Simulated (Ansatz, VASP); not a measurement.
**Cross-check of Fe2As between VASP and Ansatz**

Wanted: the spread between two codes on one cell, functional and k mesh.

Program: Ansatz 0.2.0. Level of theory: plane waves, with VASP 6.6.1 beside it; single point at PBEsol. Results are calculated unless marked as measured.

The database entry behind the starting cell is an old determination (1935), so it need not match the best structure at ambient conditions.

### Step 1. The structure

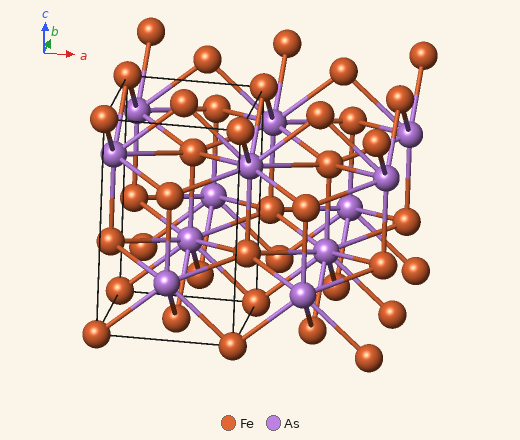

The cell as given, slightly off an axis (iron orange, arsenic purple). 2×2×1 cells are drawn. Some periodic images of atoms are drawn too.

### Step 2. VASP: single point, PBEsol

A single point gives forces, pressure and levels at one fixed geometry, so differences don't come from the geometry; what else differs is listed under the comparison.

Lines of VASP's logs that name or quote its potential files are left out, and so is its time.

INCAR reads:

```
SYSTEM = Fe2As
PREC = Accurate
ENCUT = 350
EDIFF = 1E-06
NELM = 150
ISMEAR = 1
SIGMA = 0.1
LREAL = .FALSE.
ALGO = Normal
GGA = PS
NBANDS = 30
ISPIN = 2
MAGMOM = 3 3 3 3 0 0
LMAXMIX = 4
LORBIT = 11
LWAVE = .TRUE.
LCHARG = .TRUE.
KPAR = 2
AMIX = 0.2
BMIX = 1E-04
AMIX_MAG = 0.8
BMIX_MAG = 1E-04
```

POSCAR reads:

```
Fe2As
1.0
    3.6270000000      0.0000000000      0.0000000000
    0.0000000000      3.6270000000      0.0000000000
    0.0000000000      0.0000000000      5.9730000000
Fe Fe As
1 3 2
Direct
    0.5000000000      0.0000000000      0.6700000000
    0.0000000000      0.5000000000      0.3300000000
    0.5000000000      0.5000000000      0.0000000000
    0.0000000000      0.0000000000      0.0000000000
    0.5000000000      0.0000000000      0.2650000000
    0.0000000000      0.5000000000      0.7350000000
```

KPOINTS reads:

```
Automatic mesh
0
Gamma
4 4 3
0 0 0
```

PAW data sets: Fe, Fe and As (PBE family, release 64).

Started as:

```console
mpirun -np 2 vasp_std
```

Numbers of over 12 decimals in the logs are rounded to 6 here.

Output:

```text
[banner, memory and clock lines left out]
running    2 mpi-ranks, on    1 nodes
 distrk:  each k-point on    1 cores,    2 groups
 distr:  one band on    1 cores,    1 groups

 POSCAR found type information on POSCAR FeFeAs
 POSCAR found :  3 types and       6 ions
|                                                                             |
|               ----> ADVICE to this user running VASP <----                  |
|                                                                             |
|     You enforced a specific xc type in the INCAR file but a different       |
|     [... a line on the potential file left out ...]
|     I HOPE YOU KNOW WHAT YOU ARE DOING!                                     |
|                                                                             |

 LDA part: xc-table for (Slater+PW92), standard interpolation
 POSCAR, INCAR and KPOINTS ok, starting setup
 FFT: planning ... GRIDC
 FFT: planning ... GRID_SOFT
 FFT: planning ... GRID
 WAVECAR not read
 entering main loop
       N       E                     dE             d eps       ncg     rms          rms(c)
DAV:   1     0.270620544269E+03    0.27062E+03   -0.14081E+04  1440   0.120E+03
DAV:   2    -0.288796694906E+02   -0.29950E+03   -0.28574E+03  1440   0.324E+02
DAV:   3    -0.499373313627E+02   -0.21058E+02   -0.19351E+02  1746   0.102E+02
DAV:   4    -0.508104600942E+02   -0.87313E+00   -0.85924E+00  1716   0.208E+01
DAV:   5    -0.508364002248E+02   -0.25940E-01   -0.25921E-01  1756   0.295E+00    0.250E+01
DAV:   6    -0.539376698807E+02   -0.31013E+01   -0.37500E+01  2216   0.877E+01    0.426E+01
DAV:   7    -0.478216939994E+02    0.61160E+01   -0.36282E+01  2178   0.807E+01    0.185E+01
DAV:   8    -0.466484456275E+02    0.11732E+01   -0.47570E+00  2418   0.321E+01    0.755E+00
DAV:   9    -0.465383508745E+02    0.11009E+00   -0.77944E-01  1882   0.105E+01    0.396E+00
DAV:  10    -0.465016847979E+02    0.36666E-01   -0.15198E-01  1886   0.408E+00    0.246E+00
DAV:  11    -0.465285780730E+02   -0.26893E-01   -0.16011E-01  2198   0.540E+00    0.345E+00
DAV:  12    -0.464944210586E+02    0.34157E-01   -0.14744E-01  2308   0.517E+00    0.106E+00
DAV:  13    -0.464924334894E+02    0.19876E-02   -0.11953E-02  1936   0.117E+00    0.520E-01
DAV:  14    -0.464919371901E+02    0.49630E-03   -0.21616E-03  1906   0.441E-01    0.229E-01
DAV:  15    -0.464918673506E+02    0.69839E-04   -0.93102E-04  1978   0.376E-01    0.118E-01
DAV:  16    -0.464918862355E+02   -0.18885E-04   -0.20425E-04  1972   0.215E-01    0.537E-02
DAV:  17    -0.464918796481E+02    0.65875E-05   -0.32833E-05  1944   0.674E-02    0.331E-02
DAV:  18    -0.464918749602E+02    0.46878E-05   -0.16100E-05  2040   0.531E-02    0.152E-02
DAV:  19    -0.464918760773E+02   -0.11171E-05   -0.60937E-06  1136   0.246E-02    0.106E-02
DAV:  20    -0.464918767038E+02   -0.62645E-06   -0.87959E-07   720   0.188E-02
   1 F= -.46491877E+02 E0= -.46493509E+02  d E =0.489617E-02  mag=     6.0691
 writing wavefunctions
```

From OUTCAR (step 2):

```text
ion  position               nearest neighbor table
   1  0.500  0.000  0.670-   5 2.42   6 2.59   6 2.59   6 2.59   6 2.59   3 2.68   4 2.68   4 2.68
                             3 2.68
   2  0.000  0.500  0.330-   6 2.42   5 2.59   5 2.59   5 2.59   5 2.59   3 2.68   3 2.68   4 2.68
                             4 2.68
   3  0.500  0.500  0.000-   5 2.41   6 2.41   5 2.41   6 2.41   4 2.56   4 2.56   4 2.56   4 2.56
                             2 2.68   1 2.68   2 2.68   1 2.68
   4  0.000  0.000  0.000-   5 2.41   6 2.41   6 2.41   5 2.41   3 2.56   3 2.56   3 2.56   3 2.56
                             1 2.68   2 2.68   2 2.68   1 2.68
   5  0.500  0.000  0.265-   3 2.41   4 2.41   3 2.41   4 2.41   1 2.42   2 2.59   2 2.59   2 2.59
                             2 2.59
   6  0.000  0.500  0.735-   3 2.41   4 2.41   4 2.41   3 2.41   2 2.42   1 2.59   1 2.59   1 2.59
                             1 2.59

  LATTYP: Found a simple tetragonal cell.
 ALAT       =     3.6270000000
 C/A-ratio  =     1.6468155500

 Subroutine GETGRP returns: Found  8 space group operations
 (whereof  4 operations were pure point group operations)

The static configuration has the point symmetry C_2v.
 The point group associated with its full space group is C_4v.

 Found     12 irreducible k-points:

   k-points           NKPTS =     12   k-points in BZ     NKDIM =     12   number of bands    NBANDS=     30

   dimension x,y,z NGX =    24 NGY =   24 NGZ =   36
   dimension x,y,z NGXF=    48 NGYF=   48 NGZF=   72

   ENCUT  =  350.0 eV  25.72 Ry    5.07 a.u.   5.53  5.53  9.11*2*pi/ulx,y,z

   NELECT =      42.0000    total number of electrons

 k-points in reciprocal lattice and weights: Automatic mesh
   0.00000000  0.00000000  0.00000000       0.021
   0.25000000  0.00000000  0.00000000       0.083
   0.50000000  0.00000000  0.00000000       0.042
   0.25000000  0.25000000  0.00000000       0.083
   0.50000000  0.25000000  0.00000000       0.083
   0.50000000  0.50000000  0.00000000       0.021
   0.00000000  0.00000000  0.33333333       0.042
   0.25000000  0.00000000  0.33333333       0.167
   0.50000000  0.00000000  0.33333333       0.083
   0.25000000  0.25000000  0.33333333       0.167
   0.50000000  0.25000000  0.33333333       0.167
   0.50000000  0.50000000  0.33333333       0.042

 average (electrostatic) potential at core
       1 -42.2765       2 -42.2765       3 -42.1177       4 -42.1177       5 -48.0732
       6 -48.0732

 E-fermi :   6.8702

 spin component 1
 k-point     1 :       0.0000    0.0000    0.0000
  band No.  band energies     occupation
    ...
     20       5.6656      1.00000
     21       6.2284      1.00000
     22       6.2739      1.00000
     23       6.2739      1.00000
     24       6.4745      1.00000
     25       7.3805     -0.00000
     26       8.2731     -0.00000
     27       9.1019      0.00000
     28       9.1019      0.00000
     29       9.1144      0.00000
    ...

 k-point     2 :       0.2500    0.0000    0.0000
  band No.  band energies     occupation
    ...
     20       5.7457      1.00000
     21       5.9743      1.00000
     22       6.2339      1.00000
     23       6.2514      1.00000
     24       6.2720      1.00000
     25       7.4708     -0.00000
     26       7.5977     -0.00000
     27       8.2609     -0.00000
     28       9.6570      0.00000
     29      11.2249      0.00000
    ...

 k-point     3 :       0.5000    0.0000    0.0000
  band No.  band energies     occupation
    ...
     20       5.5111      1.00000
     21       5.7452      1.00000
     22       5.7452      1.00000
     23       6.4125      1.00000
     24       6.4125      1.00000
     25       7.1845     -0.00004
     26       7.1845     -0.00004
     27       9.4958      0.00000
     28       9.4958      0.00000
     29      11.6375      0.00000
    ...

 k-point     4 :       0.2500    0.2500    0.0000
  band No.  band energies     occupation
    ...
     20       5.6741      1.00000
     21       5.8948      1.00000
     22       6.0442      1.00000
     23       6.1142      1.00000
     24       6.1477      1.00000
     25       7.2898     -0.00000
     26       7.6354     -0.00000
     27       7.6824     -0.00000
     28       7.9829     -0.00000
     29      11.4185      0.00000
    ...

 k-point     5 :       0.5000    0.2500    0.0000
  band No.  band energies     occupation
    ...
     20       5.4164      1.00000
     21       6.0342      1.00000
     22       6.0342      1.00000
     23       6.2779      1.00000
     24       6.2779      1.00000
     25       7.0448     -0.01656
     26       7.0449     -0.01656
     27       7.5840     -0.00000
     28       7.5840     -0.00000
     29      10.6048      0.00000
    ...

 k-point     6 :       0.5000    0.5000    0.0000
  band No.  band energies     occupation
    ...
     22       6.0846      1.00000
     23       6.1979      1.00000
     24       6.1980      1.00000
     25       6.4155      1.00000
     26       6.4155      1.00000
     27       7.3473     -0.00000
     28       7.3473     -0.00000
     29       9.1884      0.00000
     30       9.1884      0.00000

  Total       -5.5822183     -5.5822183     -7.3431694      0.0000000      0.0000000      0.0000000
  in kB     -113.8229326   -113.8229326   -149.7291989      0.0000000      0.0000000      0.0000000
  external PRESSURE =    -125.7916881 kB  Pullay stress =       0.0000000 kB

  energy-cutoff  :      350.00
  volume of cell :       78.58
      direct lattice vectors                 reciprocal lattice vectors
     3.627000000  0.000000000  0.000000000     0.275709953  0.000000000  0.000000000
     0.000000000  3.627000000  0.000000000     0.000000000  0.275709953  0.000000000
     0.000000000  0.000000000  5.973000000     0.000000000  0.000000000  0.167420057

 POSITION                                       TOTAL-FORCE (eV/Angst)
 -----------------------------------------------------------------------------------
      1.81350      0.00000      4.00191         0.000000      0.000000      0.177825
      0.00000      1.81350      1.97109         0.000000      0.000000     -0.177916
      1.81350      1.81350      0.00000         0.000000      0.000000      0.000122
      0.00000      0.00000      0.00000         0.000000      0.000000      0.000122
      1.81350      0.00000      1.58285         0.000000      0.000000     -0.198882
      0.00000      1.81350      4.39015         0.000000      0.000000      0.198730
 -----------------------------------------------------------------------------------
    total drift:                                0.000000     -0.000000      0.000197

  FREE ENERGIE OF THE ION-ELECTRON SYSTEM (eV)
  ---------------------------------------------------
  free  energy   TOTEN  =       -46.4918767038 eV

  energy  without entropy=      -46.4967728744  energy(sigma->0) =      -46.49350876

 total charge
# of ion       s       p       d       tot
------------------------------------------
    1        0.356   0.389   6.321   7.065
    2        0.356   0.389   6.321   7.065
    3        0.417   0.559   6.456   7.432
    4        0.417   0.559   6.456   7.432
    5        1.181   1.548   0.118   2.847
    6        1.181   1.548   0.118   2.847
--------------------------------------------------
tot          3.908   4.991  25.790  34.689

 magnetization (x)
# of ion       s       p       d       tot
------------------------------------------
    1        0.013  -0.000   2.167   2.180
    2        0.013  -0.000   2.167   2.180
    3       -0.003  -0.011   0.976   0.962
    4       -0.003  -0.011   0.976   0.962
    5        0.005  -0.069  -0.005  -0.069
    6        0.005  -0.069  -0.005  -0.069
--------------------------------------------------
tot          0.030  -0.162   6.275   6.144

[... 6 further parts left out ...]
```

The run ends at a pressure of -12.58 GPa, with forces up to 0.20 eV/Å.

(Continued in part 2 of 2.)

[Lines on the potential files, build, host, timing and source positions are cut from VASP's logs without a mark.]

[Logs are printed without paths, hosts, clocks, repeated set-up lines and the standing remarks that a program may print on its own settings, such as how far it seeks lower states.]

[Hosts, paths, dates, database ids (printed as entryN), source tags and the programs' standing remarks are cut or masked in the printed files.]
